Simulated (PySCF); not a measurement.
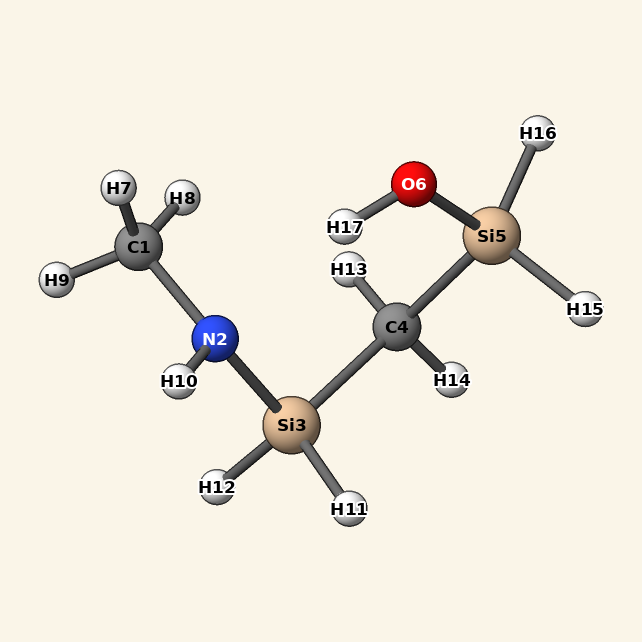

The questions are on Hirshfeld charges. Computed geometry: GFN2-xTB optimisation. No frequency run is at hand to confirm it as a minimum. Properties computed with PBE0/pcSseg-1, gas phase (PySCF 2.14.0).

List the Hirshfeld charges.

```json
{"atom": "C1", "value (e)": "−0.06"}
{"atom": "N2", "value (e)": "−0.22"}
{"atom": "Si3", "value (e)": "0.37"}
{"atom": "C4", "value (e)": "−0.26"}
{"atom": "Si5", "value (e)": "0.39"}
{"atom": "O6", "value (e)": "−0.33"}
{"atom": "H7", "value (e)": "0.05"}
{"atom": "H8", "value (e)": "0.05"}
{"atom": "H9", "value (e)": "0.04"}
{"atom": "H10", "value (e)": "0.12"}
{"atom": "H11", "value (e)": "−0.08"}
{"atom": "H12", "value (e)": "−0.09"}
{"atom": "H13", "value (e)": "0.04"}
{"atom": "H14", "value (e)": "0.04"}
{"atom": "H15", "value (e)": "−0.09"}
{"atom": "H16", "value (e)": "−0.09"}
{"atom": "H17", "value (e)": "0.12"}
```

The geometry is semi-empirical. Around Si such bond lengths and angles can be off by a tenth of an ångström or more and by several degrees, and values that hang on the shape move with them.
